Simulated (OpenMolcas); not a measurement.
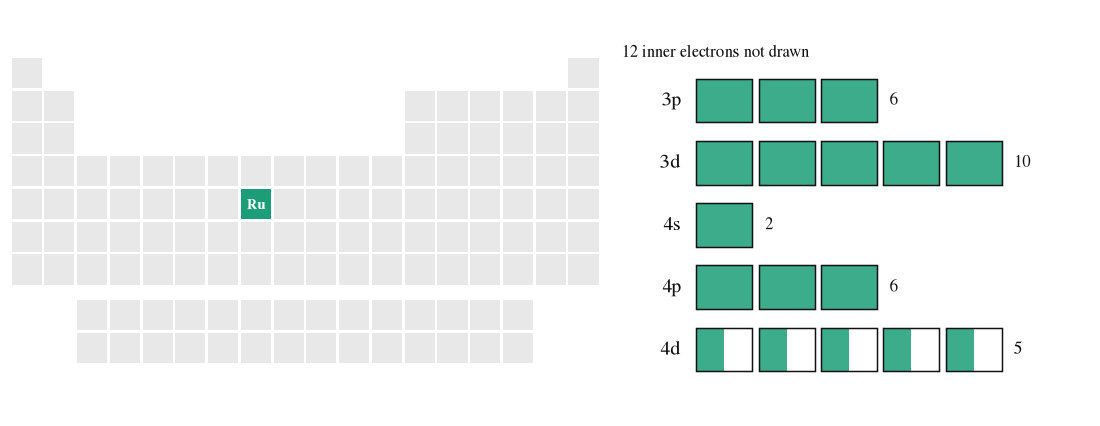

Left, the place of ruthenium in the periodic table; right, the outer shells of the leading configuration of the lowest level: a box for each of the 2l + 1 orbitals, shaded by the share of the shell that is filled, with the electron count at the right.

# Multiconfigurational calculation: Ru³⁺ complex (part 1 of 2)

Ru³⁺ with 6 ligands (F; octahedron, 1.94 Å), neutralised by 6 outer point charges of +0.5 e, whose field is part of the energies. Computed at this level: state-averaged CASSCF, active space 5 electrons in the shell 4d, basis ANO-RCC-VTZP on the metal and ANO-RCC-VDZP on the ligands, DKH2 scalar Hamiltonian, spin-orbit coupling by RASSI with atomic mean-field integrals (OpenMolcas).

**Results in brief**

```tsv
quantity	value
outcome	converged
energy of the lowest spin-free term	−5125.51266 hartree
energy of the lowest spin-orbit level	−5125.52037 hartree
largest spread among components of a term	0.0 cm⁻¹
hardware	1 thread of Arm Neoverse V1, 24 GiB of memory available, shared host
wall time	52 s
peak memory	0.4 GiB
```

**Remarks**

Without dynamic correlation the splittings between terms come out too large, often by 20 to 50 %. Limits: small active space favours high spin, ground spin may be wrong; distances are set from ionic radii, not optimised.

**Input**
```
&GATEWAY
Coord
7

Ru 0.0 0.0 0.0
F 1.940000 0.000000 0.000000
F 0.000000 1.940000 0.000000
F -1.940000 0.000000 0.000000
F 0.000000 -1.940000 0.000000
F 0.000000 0.000000 1.940000
F 0.000000 0.000000 -1.940000
Basis=Ru.ANO-RCC-VTZP,F.ANO-RCC-VDZP
Group=XYZ
NoMove
AngMom=0.0 0.0 0.0
AMFI
RICD
XField
3 Angstrom 0
5.140000 0.000000 0.000000 0.500000
0.000000 5.140000 0.000000 0.500000
0.000000 0.000000 5.140000 0.500000
&SEWARD
&RASSCF
FileOrb=start.orb
Symmetry=1
Spin=6
nActEl=5 0 0
Inactive=24 24
Ras2=5 0
CIRoot=1 1 1
SDav=1
CIMx=300
Iter=150 100
PrWF=0.3
OrbListing=Nothing
MaxOrb=0
LevShft=1.0
>>> COPY $Project.JobIph JOB001
&RASSCF
FileOrb=start.orb
Symmetry=1
Spin=4
nActEl=5 0 0
Inactive=24 24
Ras2=5 0
CIRoot=24 24 1
SDav=24
CIMx=300
Iter=150 100
PrWF=0.3
OrbListing=Nothing
MaxOrb=0
LevShft=1.0
>>> COPY $Project.JobIph JOB002
&RASSCF
FileOrb=start.orb
Symmetry=1
Spin=2
nActEl=5 0 0
Inactive=24 24
Ras2=5 0
CIRoot=75 75 1
SDav=75
CIMx=300
Iter=150 100
PrWF=0.3
OrbListing=Nothing
MaxOrb=0
LevShft=1.0
>>> COPY $Project.JobIph JOB003
&RASSI
NrOfJobIphs=3 1 24 75
1
1 2 3 4 5 6 7 8 9 10 11 12 13 14 15 16 17 18 19 20 21 22 23 24
1 2 3 4 5 6 7 8 9 10 11 12 13 14 15 16 17 18 19 20 21 22 23 24 25 26 27
28 29 30 31 32 33 34 35 36 37 38 39 40 41 42 43 44 45 46 47 48 49 50 51
52 53 54 55 56 57 58 59 60 61 62 63 64 65 66 67 68 69 70 71 72 73 74 75
IphNames
JOB001
JOB002
JOB003
EJob
SpinOrbit
DIPRint=1.0
SOCoupling=1000.0
Subsets=2
Property=9
'ANGMOM' 1 'ANGMOM' 2 'ANGMOM' 3 'MLTPL  1' 1 'MLTPL  1' 2 'MLTPL  1' 3
'AMFI' 1 'AMFI' 2 'AMFI' 3
SOProperty=3
'ANGMOM' 1 'ANGMOM' 2 'ANGMOM' 3
```

The file start.orb holds starting orbitals from an earlier step. A driver script formed the levels outside the program, from RASSI's spin-orbit matrix and the active-space energies, averaged over the components of each term or state.

Command:
```bash
OMP_NUM_THREADS=1 MOLCAS_MEM=2457 MOLCAS_PROJECT=a pymolcas a.inp > a.log  # once for each step of the input, in one work folder
```

**Output (extracts)**
```
--- SEWARD ---
Basis set label: RU.ANO-RCC...7S6P4D2F1G.

      Electronic valence basis set:
      ------------------
      Associated Effective Charge  44.000000 au
      Associated Actual Charge     44.000000 au
      Nuclear Model: Point charge

      Shell  nPrim  nBasis  Cartesian Spherical Contaminant
         s      21       7        X
         p      18       6        X
         d      13       4                 X
         f       6       2                 X
         g       4       1                 X
                  Relativistic Douglas-Kroll-Hess integrals:
                    - DKH order of Hamiltonian: 2
                    - DKH order of Properties : 0
                  Atomic mean-field integrals
--- RASSCF ---
Wave function specifications:
      -----------------------------

      Number of closed shell electrons          96
      Number of electrons in active shells       5
      Max number of holes in RAS1 space          0
      Max nr of electrons in RAS3 space          0
      Number of inactive orbitals               48
      Number of active orbitals                  5
      Number of secondary orbitals              99
      Spin quantum number                      2.5
      State symmetry                             1
Orbital specifications:
      -----------------------

      Symmetry species                           1   2
                                                ag  au
      Frozen orbitals                            0   0
      Inactive orbitals                         24  24
      Active orbitals                            5   0
      RAS1 orbitals                              0   0
      RAS2 orbitals                              5   0
      RAS3 orbitals                              0   0
      Secondary orbitals                        49  50
      Deleted orbitals                           0   0
      Number of basis functions                 78  74
      Number of CSFs                             1
      Number of root(s) required                 1
      Iter CI   SX   CI       RASSCF       Energy    max ROT     max BLB   max BLB  Level Ln srch  Step   QN
          iter iter root      energy       change     param      element    value   shift minimum  type update
 Nr of preliminary CI iterations:   1
      Total energies have been shifted. Add                -5000.00 au
        1   1   12    1  -124.46559322    0.00E+00  -8.61E-02   14  55 1 -3.01E-01*  1.01   0.00    SX    NO
        2   1   13    1  -125.36582548   -9.00E-01* -7.31E-02   24  27 1  9.23E-02*  0.70   0.00    SX    NO
        3   1   12    1  -125.46584356   -1.00E-01*  2.37E-02   11  52 1  4.37E-02*  0.68   0.00    SX    NO
        4   1   12    1  -125.47672319   -1.09E-02* -1.20E-02   24  27 1  1.58E-02*  0.69   0.00    SX    NO
        5   1   11    1  -125.47868593   -1.96E-03* -9.83E-03   24  27 1  7.18E-03*  0.70   1.86    LS   YES
        6   1   11    1  -125.47921597   -5.30E-04*  2.40E-03   12  32 2 -4.51E-03*  0.70   1.05    QN   YES
        7   1   10    1  -125.47937027   -1.54E-04*  1.30E-03    7  42 2 -1.92E-03*  0.70   1.29    QN   YES
        8   1    9    1  -125.47941315   -4.29E-05* -5.35E-04   12  45 1 -8.71E-04*  0.70   1.33    QN   YES
        9   1    9    1  -125.47942001   -6.86E-06*  2.23E-04   12  45 1 -3.32E-04*  0.70   1.28    QN   YES
       10   1    8    1  -125.47942121   -1.20E-06*  1.05E-04    7  42 2  1.22E-04*  0.70   1.37    QN   YES
       11   1    7    1  -125.47942142   -2.07E-07* -2.38E-05   12  51 1 -2.86E-05   0.70   1.16    QN   YES
       12   1    6    1  -125.47942143   -1.30E-08*  5.86E-06   12  51 1 -1.08E-05   0.70   1.23    QN   YES
       13   1    5    1  -125.47942143   -1.28E-09   2.40E-06   12  45 1 -4.61E-06   0.70   1.21    QN   YES
      Convergence after 13 iterations
       14   1    5    1  -125.47942143   -1.36E-10   2.40E-06   12  45 1 -1.95E-06   0.70   1.21    QN   YES
      Natural orbitals and occupation numbers for root  1
      sym 1:   1.000000   1.000000   1.000000   1.000000   1.000000
::    RASSCF root number  1 Total energy:  -5125.47942143
--- RASSCF ---
Wave function specifications:
      -----------------------------

      Number of closed shell electrons          96
      Number of electrons in active shells       5
      Max number of holes in RAS1 space          0
      Max nr of electrons in RAS3 space          0
      Number of inactive orbitals               48
      Number of active orbitals                  5
      Number of secondary orbitals              99
      Spin quantum number                      1.5
      State symmetry                             1
Orbital specifications:
      -----------------------

      Symmetry species                           1   2
                                                ag  au
      Frozen orbitals                            0   0
      Inactive orbitals                         24  24
      Active orbitals                            5   0
      RAS1 orbitals                              0   0
      RAS2 orbitals                              5   0
      RAS3 orbitals                              0   0
      Secondary orbitals                        49  50
      Deleted orbitals                           0   0
      Number of basis functions                 78  74
      Number of CSFs                            24
      Number of root(s) required                24
      Iter CI   SX   CI       RASSCF       Energy    max ROT     max BLB   max BLB  Level Ln srch  Step   QN
          iter iter root      energy       change     param      element    value   shift minimum  type update
 Nr of preliminary CI iterations:   1
      Total energies have been shifted. Add                -5000.00 au
        1   1   11    0  -125.33570878    0.00E+00  -1.03E-02   25  31 1 -1.45E-02*  0.68   0.00    SX    NO
        2   1   11    0  -125.33739836   -1.69E-03*  6.03E-03   16  27 1  7.68E-03*  0.68   0.00    SX    NO
        3   1   10    0  -125.33785411   -4.56E-04*  3.12E-03   17  29 1 -3.98E-03*  0.68   0.00    SX    NO
        4   1   10    0  -125.33798852   -1.34E-04* -1.73E-03   16  27 1  2.21E-03*  0.68   0.00    SX    NO
        5   1    9    0  -125.33802975   -4.12E-05* -2.16E-03   16  27 1  1.18E-03*  0.68   2.26    LS   YES
        6   1    9    0  -125.33804838   -1.86E-05* -9.23E-05   10  44 2  2.45E-04*  0.68   1.01    QN   YES
        7   1    8    0  -125.33804874   -3.62E-07* -1.02E-04   17  58 1 -1.07E-04*  0.68   1.61    QN   YES
        8   1    7    0  -125.33804890   -1.61E-07*  1.69E-05   18  45 1 -4.29E-05   0.68   1.11    QN   YES
        9   1    6    0  -125.33804891   -9.37E-09  -1.61E-05   18  45 1 -2.61E-05   0.68   1.58    QN   YES
      Convergence after  9 iterations
       10   1    6    0  -125.33804891   -2.57E-09  -1.61E-05   18  45 1 -8.44E-06   0.68   1.58    QN   YES
      Natural orbitals and occupation numbers for root  1
      sym 1:   0.013803   1.986197   0.999802   1.000190   1.000009
      Natural orbitals and occupation numbers for root  2
      sym 1:   0.999809   1.000008   0.013802   1.986198   1.000183
      Natural orbitals and occupation numbers for root  3
      sym 1:   1.986205   1.000001   0.999947   1.000052   0.013795
::    RASSCF root number  1 Total energy:  -5125.46852339
::    RASSCF root number  2 Total energy:  -5125.46852339
::    RASSCF root number  3 Total energy:  -5125.46852339
::    RASSCF root number  4 Total energy:  -5125.44191953
::    RASSCF root number  5 Total energy:  -5125.44191953
::    RASSCF root number  6 Total energy:  -5125.44191953
::    RASSCF root number  7 Total energy:  -5125.36941651
::    RASSCF root number  8 Total energy:  -5125.36757179
::    RASSCF root number  9 Total energy:  -5125.36757179
::    RASSCF root number 10 Total energy:  -5125.35466346
::    RASSCF root number 11 Total energy:  -5125.35466346
::    RASSCF root number 12 Total energy:  -5125.35466345
::    RASSCF root number 13 Total energy:  -5125.34203748
::    RASSCF root number 14 Total energy:  -5125.34203748
::    RASSCF root number 15 Total energy:  -5125.30553908
::    RASSCF root number 16 Total energy:  -5125.30553908
::    RASSCF root number 17 Total energy:  -5125.30553908
::    RASSCF root number 18 Total energy:  -5125.29639977
::    RASSCF root number 19 Total energy:  -5125.23357384
::    RASSCF root number 20 Total energy:  -5125.23357384
::    RASSCF root number 21 Total energy:  -5125.23357384
::    RASSCF root number 22 Total energy:  -5125.20516041
::    RASSCF root number 23 Total energy:  -5125.20516041
::    RASSCF root number 24 Total energy:  -5125.20516041
--- RASSCF ---
Wave function specifications:
      -----------------------------

      Number of closed shell electrons          96
      Number of electrons in active shells       5
      Max number of holes in RAS1 space          0
      Max nr of electrons in RAS3 space          0
      Number of inactive orbitals               48
      Number of active orbitals                  5
      Number of secondary orbitals              99
      Spin quantum number                      0.5
      State symmetry                             1
Orbital specifications:
      -----------------------

      Symmetry species                           1   2
                                                ag  au
      Frozen orbitals                            0   0
      Inactive orbitals                         24  24
      Active orbitals                            5   0
      RAS1 orbitals                              0   0
      RAS2 orbitals                              5   0
      RAS3 orbitals                              0   0
      Secondary orbitals                        49  50
      Deleted orbitals                           0   0
      Number of basis functions                 78  74
      Number of CSFs                            75
      Number of root(s) required                75
      Iter CI   SX   CI       RASSCF       Energy    max ROT     max BLB   max BLB  Level Ln srch  Step   QN
          iter iter root      energy       change     param      element    value   shift minimum  type update
 Nr of preliminary CI iterations:   1
      Total energies have been shifted. Add                -5000.00 au
        1   1   11    0  -125.25467652    0.00E+00  -5.16E-03   25  31 1 -7.97E-03*  0.65   0.00    SX    NO
        2   1   10    0  -125.25533087   -6.54E-04*  2.96E-03   16  29 1 -3.59E-03*  0.65   0.00    SX    NO
        3   1   10    0  -125.25551190   -1.81E-04*  1.67E-03   19  25 1 -1.94E-03*  0.65   0.00    SX    NO
        4   1    9    0  -125.25556669   -5.48E-05*  9.89E-04   19  25 1 -1.15E-03*  0.65   0.00    SX    NO
        5   1    9    0  -125.25558398   -1.73E-05*  1.29E-03   19  25 1 -6.64E-04*  0.65   2.31    LS   YES
        6   1    8    0  -125.25559214   -8.16E-06*  7.05E-05   12  44 2  1.55E-04*  0.65   1.01    QN   YES
        7   1    8    0  -125.25559234   -1.97E-07*  7.20E-05   16  58 1 -6.49E-05   0.65   1.66    QN   YES
        8   1    6    0  -125.25559242   -8.62E-08*  8.18E-06   18  45 1 -2.13E-05   0.65   1.04    QN   YES
        9   1    6    0  -125.25559242   -2.70E-09  -9.66E-06   18  45 1 -1.42E-05   0.65   1.65    QN   YES
      Convergence after  9 iterations
       10   1    6    0  -125.25559243   -8.63E-10  -9.66E-06   18  45 1 -3.91E-06   0.65   1.65    QN   YES
      Natural orbitals and occupation numbers for root  1
      sym 1:   1.025368   1.961532   0.010266   1.961278   0.041557
      Natural orbitals and occupation numbers for root  2
      sym 1:   1.960806   1.960876   0.042119   1.026019   0.010180
      Natural orbitals and occupation numbers for root  3
      sym 1:   1.961722   1.025130   0.010296   1.961498   0.041353
::    RASSCF root number  1 Total energy:  -5125.51265625
::    RASSCF root number  2 Total energy:  -5125.51265625
::    RASSCF root number  3 Total energy:  -5125.51265625
::    RASSCF root number  4 Total energy:  -5125.41703048
::    RASSCF root number  5 Total energy:  -5125.41703048
::    RASSCF root number  6 Total energy:  -5125.41703048
::    RASSCF root number  7 Total energy:  -5125.41630224
::    RASSCF root number  8 Total energy:  -5125.40611478
::    RASSCF root number  9 Total energy:  -5125.40611478
::    RASSCF root number 10 Total energy:  -5125.40611478
::    RASSCF root number 11 Total energy:  -5125.39782038
::    RASSCF root number 12 Total energy:  -5125.39782038
::    RASSCF root number 13 Total energy:  -5125.37343061
::    RASSCF root number 14 Total energy:  -5125.37343061
::    RASSCF root number 15 Total energy:  -5125.37343061
::    RASSCF root number 16 Total energy:  -5125.36304689
::    RASSCF root number 17 Total energy:  -5125.36304689
::    RASSCF root number 18 Total energy:  -5125.36304689
::    RASSCF root number 19 Total energy:  -5125.35249611
::    RASSCF root number 20 Total energy:  -5125.33382553
::    RASSCF root number 21 Total energy:  -5125.33382553
::    RASSCF root number 22 Total energy:  -5125.31753085
::    RASSCF root number 23 Total energy:  -5125.31068800
::    RASSCF root number 24 Total energy:  -5125.31068800
::    RASSCF root number 25 Total energy:  -5125.31068800
::    RASSCF root number 26 Total energy:  -5125.29572241
::    RASSCF root number 27 Total energy:  -5125.29572241
::    RASSCF root number 28 Total energy:  -5125.28614487
::    RASSCF root number 29 Total energy:  -5125.28614487
::    RASSCF root number 30 Total energy:  -5125.28614487
```

(Continued in part 2.)
